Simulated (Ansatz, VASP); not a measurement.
## GeAu2: VASP beside Ansatz

Wanted: the spread between two codes on one cell, functional and k mesh. The cell is invented: other elements were put on sites of a known structure type. It may not be a known or stable phase. The cell comes out of the VASP series on this material, whose earlier steps may have relaxed, scaled or displaced it; both programs get it as it stands.

Program: Ansatz 0.2.0. Level of theory: plane waves, with VASP 6.6.1 beside it; relaxation of cell and atoms at PBE. Results are calculated unless marked as measured.

### 1. The structure

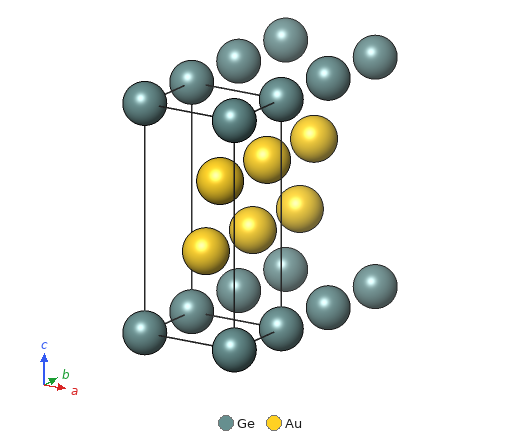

The cell as given, slightly off an axis (germanium teal, gold yellow). 1×3×1 cells are drawn. Some periodic images of atoms are drawn too.

### 2. VASP: relaxation of cell and atoms, PBE

The relaxed volume is the usual yardstick between codes: its relative difference is about their pressure difference at one cell divided by the bulk modulus.

Lines of VASP's logs that name or quote its potential files are left out, and so is its time.

INCAR reads:

```
SYSTEM = GeAu2
PREC = Accurate
ENCUT = 410
EDIFF = 1E-06
NELM = 100
ISMEAR = -1
SIGMA = 0.05
LREAL = .FALSE.
ALGO = Normal
GGA = PE
LORBIT = 11
LWAVE = .FALSE.
LCHARG = .FALSE.
IBRION = 2
NSW = 60
ISIF = 3
EDIFFG = -0.01
```

POSCAR reads:

```
GeAu2
1.0
    3.4172034512      0.0000000000      0.0000000000
   -1.7086017256      2.9593849992      0.0000000000
    0.0000000000      0.0000000000      5.7265987224
Ge Au
1 2
Direct
    0.0000000000      0.0000000000      0.0000000000
    0.3333333300      0.6666666700      0.3192305372
    0.6666666700      0.3333333300      0.6807694628
```

KPOINTS reads:

```
Automatic mesh
0
Gamma
7 7 4
0 0 0
```

The projector-augmented-wave data sets are Ge_d and Au (PBE family, release 64).

The run is started by

```bash
> mpirun -np 1 vasp_std
```

Numbers of over 12 decimals in the logs are rounded to 6 here.

Log:

```text
[banner, memory and clock lines left out]
running    1 mpi-ranks, on    1 nodes
 distrk:  each k-point on    1 cores,    1 groups
 distr:  one band on    1 cores,    1 groups

 POSCAR found type information on POSCAR GeAu
 POSCAR found :  2 types and       3 ions
 LDA part: xc-table for (Slater+PW92), standard interpolation
 POSCAR, INCAR and KPOINTS ok, starting setup
 FFT: planning ... GRIDC
 FFT: planning ... GRID_SOFT
 FFT: planning ... GRID
 WAVECAR not read
 entering main loop
       N       E                     dE             d eps       ncg     rms          rms(c)
DAV:   1     0.256872972427E+03    0.25687E+03   -0.15890E+04  1504   0.301E+03
DAV:   2     0.162839532248E+02   -0.24059E+03   -0.23194E+03  1316   0.675E+02
DAV:   3    -0.109773767894E+02   -0.27261E+02   -0.27041E+02  1382   0.130E+02
DAV:   4    -0.117475872461E+02   -0.77021E+00   -0.76976E+00  1394   0.225E+01
DAV:   5    -0.117646852199E+02   -0.17098E-01   -0.17096E-01  1510   0.365E+00    0.924E+00
DAV:   6    -0.108667940637E+02    0.89789E+00   -0.41575E+00  1388   0.158E+01    0.688E+00
DAV:   7    -0.108299310073E+02    0.36863E-01   -0.23145E-01  1420   0.427E+00    0.394E+00
DAV:   8    -0.108174956881E+02    0.12435E-01   -0.52355E-02  1616   0.243E+00    0.337E-01
DAV:   9    -0.108155474861E+02    0.19482E-02   -0.11357E-02  1656   0.127E+00    0.131E-01
DAV:  10    -0.108154883595E+02    0.59127E-04   -0.96420E-04  1388   0.274E-01    0.313E-02
DAV:  11    -0.108154935090E+02   -0.51494E-05   -0.29552E-05  1536   0.452E-02    0.723E-03
DAV:  12    -0.108154945565E+02   -0.10476E-05   -0.16011E-06  1042   0.128E-02    0.220E-03
DAV:  13    -0.108154944775E+02    0.78997E-07   -0.49966E-07   784   0.928E-03
   1 F= -.10815494E+02 E0= -.10810988E+02  d E =-.108155E+02
[...]
2 F= -.10815589E+02 E0= -.10811095E+02  d E =-.947064E-04
[...]
3 F= -.10815626E+02 E0= -.10811128E+02  d E =-.131261E-03
[...]
4 F= -.10815624E+02 E0= -.10811126E+02  d E =-.129112E-03
[...]
5 F= -.10815626E+02 E0= -.10811128E+02  d E =-.131214E-03
[...]
6 F= -.10815626E+02 E0= -.10811128E+02  d E =-.131076E-03
[...]
7 F= -.10815695E+02 E0= -.10811214E+02  d E =-.697221E-04
 ZBRENT: can't locate minimum, use default step
 trial-energy change:   -0.000070  1 .order   -0.000082   -0.000092   -0.000072
 step:   3.7752(harm=  4.2514)  dis= 0.00050  next Energy=   -10.815833 (dE=-0.207E-03)
 bond charge predicted
       N       E                     dE             d eps       ncg     rms          rms(c)
DAV:   1    -0.108193575582E+02   -0.36619E-02   -0.15870E-01  1292   0.327E+00    0.368E-01
DAV:   2    -0.108168778370E+02    0.24797E-02   -0.32061E-03  1578   0.757E-01    0.209E-01
DAV:   3    -0.108159249549E+02    0.95288E-03   -0.80559E-04  1706   0.434E-01    0.748E-02
DAV:   4    -0.108158186688E+02    0.10629E-03   -0.18461E-04  1624   0.171E-01    0.238E-02
DAV:   5    -0.108158175184E+02    0.11505E-05   -0.18077E-05  1504   0.452E-02    0.932E-03
DAV:   6    -0.108158172072E+02    0.31112E-06   -0.33270E-07   736   0.820E-03
   8 F= -.10815817E+02 E0= -.10811349E+02  d E =-.191653E-03
 curvature:  -2.86 expect dE=-0.276E-04 dE for cont linesearch -0.515E-05
 trial: gam=-0.16757 g(F)=  0.788E-06 g(S)=  0.889E-05 ort = 0.155E-04 (trialstep = 0.151E+01)
 search vector abs. value=  0.823E-05
 reached required accuracy - stopping structural energy minimisation
```

Parts of OUTCAR (step 2):

```text
ion  position               nearest neighbor table
   1  0.000  0.000  0.000-   2 2.69   3 2.69   3 2.69   2 2.69   3 2.69   2 2.69
   2  0.333  0.667  0.319-   1 2.69   1 2.69   1 2.69   3 2.86   3 2.86   3 2.86
   3  0.667  0.333  0.681-   1 2.69   1 2.69   1 2.69   2 2.86   2 2.86   2 2.86

  LATTYP: Found a hexagonal cell.
 ALAT       =     3.4172034512
 C/A-ratio  =     1.6758143916

 Subroutine GETGRP returns: Found 12 space group operations
 (whereof 12 operations were pure point group operations)

The static configuration has the point symmetry D_3d.

 Found     28 irreducible k-points:

   k-points           NKPTS =     28   k-points in BZ     NKDIM =     28   number of bands    NBANDS=     22

   dimension x,y,z NGX =    24 NGY =   24 NGZ =   40
   dimension x,y,z NGXF=    48 NGYF=   48 NGZF=   80

   ENCUT  =  410.0 eV  30.13 Ry    5.49 a.u.   5.64  5.64  9.45*2*pi/ulx,y,z

   NELECT =      36.0000    total number of electrons

 k-points in reciprocal lattice and weights: Automatic mesh
   0.00000000  0.00000000  0.00000000       0.005
   0.14285714  0.00000000  0.00000000       0.031
   0.28571429 -0.00000000  0.00000000       0.031
   0.42857143  0.00000000  0.00000000       0.031
   0.14285714  0.14285714  0.00000000       0.031
   0.28571429  0.14285714  0.00000000       0.061
   0.42857143  0.14285714  0.00000000       0.031
   0.28571429  0.28571429  0.00000000       0.031
   0.00000000  0.00000000  0.25000000       0.010
[...]
0.42857143  0.14285714  0.50000000       0.031
   0.28571429  0.28571429  0.50000000       0.031

 average (electrostatic) potential at core
       1 -72.1761       2 -66.3891       3 -66.3891

 E-fermi :   7.3102

 k-point     1 :       0.0000    0.0000    0.0000
  band No.  band energies     occupation
    ...
     14       3.7524      2.00000
     15       3.8945      2.00000
     16       3.9371      2.00000
     17       3.9810      2.00000
     18       3.9810      2.00000
     19      12.3654      0.00000
     20      12.3655      0.00000
     21      15.6218      0.00000
     22      16.5874      0.00000

 k-point     2 :       0.1429    0.0000    0.0000
  band No.  band energies     occupation
    ...
     14       3.6668      2.00000
     15       3.7045      2.00000
     16       4.1529      2.00000
     17       4.3456      2.00000
     18       5.0717      2.00000
     19      10.2535      0.00000
     20      11.6423      0.00000
     21      14.7250      0.00000
     22      16.6397      0.00000

 k-point     3 :       0.2857   -0.0000    0.0000
  band No.  band energies     occupation
    ...
     14       3.8198      2.00000
     15       3.8732      2.00000
     16       4.2864      2.00000
     17       5.1148      2.00000
     18       6.2904      2.00000
     19       7.6201      0.00406
     20      10.3841      0.00000
     21      12.3164      0.00000
     22      14.1108      0.00000

  Total       -0.0058924     -0.0058924     -0.0219867     -0.0000000     -0.0000000      0.0000000
  in kB       -0.1622712     -0.1622712     -0.6054896     -0.0000000     -0.0000000      0.0000000
  external PRESSURE =      -0.3100107 kB  Pullay stress =       0.0000000 kB

  energy-cutoff  :      410.00
  volume of cell :       58.18
      direct lattice vectors                 reciprocal lattice vectors
     3.430919320  0.000000000 -0.000000000     0.291467070  0.168278591  0.000000000
    -1.715459660  2.971263290  0.000000000     0.000000000  0.336557182  0.000000000
     0.000000000 -0.000000000  5.707069859     0.000000000  0.000000000  0.175221265

 POSITION                                       TOTAL-FORCE (eV/Angst)
 -----------------------------------------------------------------------------------
      3.43092      0.00000     -0.00000         0.000000      0.000000      0.000000
     -0.00000      1.98084      1.82129        -0.000000      0.000000     -0.002857
      1.71546      0.99042      3.88578         0.000000     -0.000000      0.002857
 -----------------------------------------------------------------------------------
    total drift:                                0.000000      0.000000     -0.000000

  FREE ENERGIE OF THE ION-ELECTRON SYSTEM (eV)
  ---------------------------------------------------
  free  energy   TOTEN  =       -10.8158172072 eV

  energy  without entropy=      -10.8068811713  energy(sigma->0) =      -10.81134919

 reached required accuracy - stopping structural energy minimisation

 total charge
# of ion       s       p       d       tot
------------------------------------------
    1        1.215   0.938  10.046  12.199
    2        0.640   0.286   8.721   9.647
    3        0.640   0.286   8.721   9.647
--------------------------------------------------
tot          2.494   1.511  27.487  31.493

[... 3 further parts left out ...]
```

CONTCAR:

```
GeAu2
   1.00000000000000
     3.4309193198183947    0.0000000000000000   -0.0000000000000000
    -1.7154596599091974    2.9712632898652598    0.0000000000000000
     0.0000000000000000   -0.0000000000000000    5.7070698585947568
  Ge              Au
     1     2
Direct
     1.0000000000000000    0.0000000000000000    0.0000000000000000
     0.3333333300000021    0.6666666699999979    0.3191284825781073
     0.6666666699999979    0.3333333300000021    0.6808715174218924
```

### 3. Ansatz: relaxation of cell and atoms, PBE

Ansatz runs on its default PAW (the set named soft_2) files.

The same cell, functional, mesh and smearing now go to Ansatz, which takes its cutoff from its data sets.

input.yaml reads:

```yaml
crystal:
  lattice:
    - [3.4172034512, 0.0, 0.0]
    - [-1.7086017256, 2.9593849992, 0.0]
    - [0.0, 0.0, 5.7265987224]
  atoms:
    - { symbol: Ge, position: [0.0, 0.0, 0.0] }
    - { symbol: Au, position: [0.33333333, 0.66666667, 0.3192305372] }
    - { symbol: Au, position: [0.66666667, 0.33333333, 0.6807694628] }
hamiltonian:
  xc: pbe
  pseudopotentials: { kind: paw }
kpoints:
  mp_grid: { grid: [7, 7, 4] }
scf:
  occupations: { method: fermi_dirac, width: 0.05 }
relax:
  f_tol: 0.01
  max_steps: 60
  cell: { stress_tol: 0.05 }
output:
  forces: true
  stress: true
```

The run is started by

```bash
> ansatz run input.yaml --threads 4 --pin off --max-ram 9216MiB --backend cpu --events-out ev --progress --plain --runs-dir out
```

Log:

```text
Engine: ansatz 0.2.0, aarch64-unknown-linux-gnu
Pseudopotentials: kind: paw
Pseudopotential: Ge, paw, valence charge 14, recommended cutoff 420 eV (normal), Ge.paw.azcp
Pseudopotential: Au, paw, valence charge 19, recommended cutoff 420 eV (normal), Au.paw.azcp
Functional definition: PBE
  parameter kappa = 0.804
  parameter beta = 0.066725
  exchange = pbe_x(kappa = kappa, mu = beta*pi^2/3)
  correlation = pbe_c(beta = beta)
Crystal: 3 atoms, lattice volume = 57.912 Å³
Basis set: ecut = 420 eV, 1123 PW (Γ), exchange–correlation on 48×48×80 points (8 copies of the dense FFT grid, shifted against one another)
Bands: 32, of which v1, the nominal top of the filled ones, is band 26 counted from 1 (25 counted from 0)
Symmetry: 12 space group operations
Space group: P-3m1 (ITA 164), of the structure as read, at distance tolerance 3.9e-5 Å
k-points: 28 of 196
Non-local potential: Ge, projectors of the file, l = 0: 2, l = 1: 2, l = 2: 3, l = 3: 1
Non-local potential: Au, projectors of the file, l = 0: 3, l = 1: 2, l = 2: 2, l = 3: 1
PAW form: soft (Blöchl's): semilocal exchange-correlation on the pseudo side does not see the compensation charge
PAW one-centre angular grid: Ge, 590 points (default); XC on 64 Gauss nodes
PAW one-centre angular grid: Au, 590 points (default); XC on 64 Gauss nodes
Initial density: superposition of atomic densities (neutral atoms: chi_scale 0, normalization atom), corrected by the library's trained network
Initial wavefunctions: pseudopotential atomic-orbital guess
Functional: x = pbe(κ = 0.804, μ = 0.219515), c = pbe(β = 0.066725)
SCF iter   1: F=—  HF=-30593.496881 eV  |F-HF|=—  |Δ(HF+E_count)|=         —  Δρ=1.97e-3  dr2=2.22e-3  ethr=1.77e-3  ⟨swp⟩=6.1  Hψ=3342  notcnv=0  defer=4
preconditioner: auto → Kerker (q_TF=auto, 2.680 Å⁻¹)  [metal: Δε(μ)=0.140 eV  Ē_g=15.353 eV  σ=0.050 eV  W_gap=0.48  n_scr=22 (ndim 8)  ℏωp=29.3 eV  f_vac=0.000  D(μ)=1.14/eV (n_scr^D=2)]
SCF iter   2: F=—  HF=-30593.498150 eV  |F-HF|=—  |Δ(HF+E_count)|=   1.27e-3  Δρ=1.16e-3  dr2=9.23e-4  ethr=4.27e-6  ⟨swp⟩=2.0  Hψ=1470  notcnv=0  defer=6
SCF iter   3: F=—  HF=-30593.498131 eV  |F-HF|=—  |Δ(HF+E_count)|=   1.93e-5  Δρ=2.85e-4  dr2=7.23e-5  ethr=1.78e-6  ⟨swp⟩=2.1  Hψ=1173  notcnv=0  defer=6
SCF iter   4: F=—  HF=-30593.498130 eV  |F-HF|=—  |Δ(HF+E_count)|=   9.22e-7  Δρ=1.12e-4  dr2=7.89e-6  ethr=1.39e-7  ⟨swp⟩=2.0  Hψ=1360  notcnv=0  defer=6
SCF iter   5: F=—  HF=-30593.498129 eV  |F-HF|=—  |Δ(HF+E_count)|=   8.27e-7  Δρ=5.78e-5  dr2=2.53e-6  ethr=1.52e-8  ⟨swp⟩=2.0  Hψ=1242  notcnv=0  defer=6
SCF iter   6: F=—  HF=-30593.498129 eV  |F-HF|=—  |Δ(HF+E_count)|=  7.64e-10  Δρ=1.95e-5  dr2=2.91e-7  ethr=4.87e-9  ⟨swp⟩=2.0  Hψ=1336  notcnv=0  defer=6
SCF iter   7: F=-30593.498129 eV  HF=-30593.498129 eV  |F-HF|=8.35e-9  |Δ(HF+E_count)|=   5.36e-8  Δρ=6.55e-6  dr2=3.36e-8  ethr=1.92e-10  ⟨swp⟩=4.0  Hψ=2830  notcnv=0
SCF 1 converged in 7 iterations: F = -30593.498129 eV  dr2 = 3.36e-8
  greatest PAW one-centre occupation: 1.000 electrons in one spin orbital (limit 2), on the Au atom at site 2 (counted from 0), in its partial waves of l = 0
relax step   1: F+E_penalty+E_count = -30593.49812904 eV  Δ(F+E_penalty+E_count) = +0.000e0 eV  max|allowed force component| = 1.137e-2 eV/Å  Δτ_max = 0.0000 Å  P = +0.381 GPa  Ω = 57.912 Å³  (7 SCF iters, dr2 threshold 1.00e-7 eV, accepted)
[...]
relax step   2: F+E_penalty+E_count = -30593.49805267 eV  Δ(F+E_penalty+E_count) = +7.638e-5 eV  max|allowed force component| = 2.720e-2 eV/Å  Δτ_max = 0.0044 Å  P = -0.464 GPa  Ω = 58.515 Å³  energy of the carried Pulay correction = -1.794e-4 eV  (6 SCF iters, dr2 threshold 3.00e-7 eV, accepted)
[...]
relax step   3: F+E_penalty+E_count = -30593.49863869 eV  Δ(F+E_penalty+E_count) = -5.860e-4 eV  max|allowed force component| = 1.633e-3 eV/Å  Δτ_max = 0.0026 Å  P = -0.061 GPa  Ω = 58.259 Å³  energy of the carried Pulay correction = -1.033e-4 eV  (4 SCF iters, dr2 threshold 3.00e-7 eV, accepted)
[...]
relax step   4: F+E_penalty+E_count = -30593.49871533 eV  Δ(F+E_penalty+E_count) = -7.664e-5 eV  max|allowed force component| = 1.435e-3 eV/Å  Δτ_max = 0.0003 Å  P = +0.001 GPa  Ω = 58.268 Å³  energy of the carried Pulay correction = -1.060e-4 eV  (4 SCF iters, dr2 threshold 6.35e-8 eV, accepted)
[...]
relax step   5: F+E_penalty+E_count = -30593.49880613 eV  Δ(F+E_penalty+E_count) = -9.080e-5 eV  max|allowed force component| = 1.426e-3 eV/Å  Δτ_max = 0.0000 Å  P = +0.001 GPa  Ω = 58.268 Å³  stress off target by 7.37e-3 GPa  SCF on the basis re-selected at this cell (its energy is not comparable with the rows above)  (5 SCF iters)
basis re-selected at this cell: Δ(F+E_penalty+E_count) = -9.080e-5 eV, ΔP = -0.001 GPa vs the last step (what re-selecting the basis moved, of the pressure what is left beyond the Pulay correction that the steps carried, after the strain that the cell walked since its last selection, with what the two solves' SCF thresholds leave and, on support functions, any second-order correction that the steps lacked; it is no m [...]
SCF converged after 5 iterations
Free energy (F): -30593.498806 eV
Harris-Foulkes:  -30593.498806 eV  (|F-HF|=3.27e-11)
Internal energy: -30593.489810 eV  (E = F + TS)
E sigma→0 (E₀):  -30593.494308 eV
Entropy (-TS):   -0.008996 eV (-2.999 meV/atom)
Fermi energy:    15.225420 eV
--- Per-component energies (eV) ---
  E_band       = -676.487352
  E_kinetic    = 1319.387690
  E_local      = -6176.013646  (includes V_loc(G=0)·N_el)
  E_nonlocal   = 562.601399
  E_hartree    = 2631.938928
  E_xc         = -531.343377
  E_vxc        = -614.593566  (∫ρ·V_xc dr)
  E_paw        = -21430.511394  (= ΣΔE_a)
  E_vpaw       = -1031.750199  (= ΣTr[D̂ρ^β])
  E_aug_tail   = 0.003117  (compensation charges beyond the density's cutoff)
  E_ewald      = -6969.552526
  E_smearing   = -0.008996  (= −TS)
  E_closure    = 0.000000  (closes the sum)
  Σ components = -30593.498806   (vs F -30593.498806, Δ=0.00e0)
--- Forces (eV/Å), atoms counted from 1 ---
  atom   1  Ge     0.00000000    -0.00000000     0.00000000
  atom   2  Au    -0.00000000     0.00000000     0.00142629
  atom   3  Au    -0.00000000    -0.00000000    -0.00142629
  max |Σ_I F_I| component: 1.85e-17 eV/Å
--- Stress (GPa, compression-positive) ---
        0.004814       0.000000      -0.000000
        0.000000       0.004814      -0.000000
        0.000000      -0.000000      -0.007372
  P = ⅓ Tr σ = 0.0008 GPa (0.008 kbar)
--- Relaxed structure (4 steps of the walk, 4 accepted, 1 SCFs on fresh bases) ---
  F+E_penalty+E_count = -30593.49880613 eV   max|allowed force component| = 1.426e-3 eV/Å   (the final SCF, on the basis selected at the relaxed cell)
  cell:  # Å, volume = 58.2676 Å³
    - [3.436138, 0.0, 0.0]
    - [-1.718069, 2.975783, 0]
    - [0.0, 0, 5.698429]
  atoms:
    - { symbol: Ge, position: [0, 0, 0] }
    - { symbol: Au, position: [0.333333, 0.666667, 0.318857] }
    - { symbol: Au, position: [0.666667, 0.333333, 0.681143] }
```

Elapsed: 3.8 s, on 4 threads of Arm Neoverse V1, shared host; peak memory 0.38 GiB.

### 4. Differences

Known differences besides the PAW data sets themselves: both relaxations stop at a tolerance, which leaves soft axes loose, and VASP keeps its plane-wave basis; the data sets hold 52 valence electrons in Ansatz (default PAW (the set named soft_2) files) and 36 in VASP; the cutoff is 420 eV in Ansatz and 410 eV in VASP; VASP leaves aspherical gradient terms in its spheres out (LASPH is not set), Ansatz keeps them; Ansatz adds a Pulay correction to the stress that steers its cell, VASP none. Total energies have different zeros and are not compared.

Both answers:

```tsv
quantity	Ansatz	VASP	difference
volume (Å³)	58.27	58.18	+0.15 %
edge a after relaxation, in the typed setting (Å)	3.436	3.431	+0.15 %
edge c after relaxation, in the typed setting (Å)	5.698	5.707	-0.15 %
```

The walks stopped with 0.00 GPa left in Ansatz and -0.03 GPa in VASP; each walk ends within a tolerance, so the volume difference is uncertain by about these residues over the bulk modulus, most in soft cells.

### 5. Outcome

```
difference in volume (relaxation of cell and atoms, PBE) : 0.15 %
```

The difference in volume is 0.15 % (relaxation of cell and atoms, PBE), within the 1.2 % picked in this series as the mark of a large difference, as far as the stopping tolerances let one tell. How closely two codes agree says nothing of how well the functional describes the real material.

[Lines on the potential files, build, host, timing and source positions are cut from VASP's logs without a mark.]

[Logs are printed without paths, hosts, clocks, repeated set-up lines and the standing remarks that a program may print on its own settings, such as how far it seeks lower states.]

[Hosts, paths, dates, database ids (printed as entryN), source tags and the programs' standing remarks are cut or masked in the printed files.]
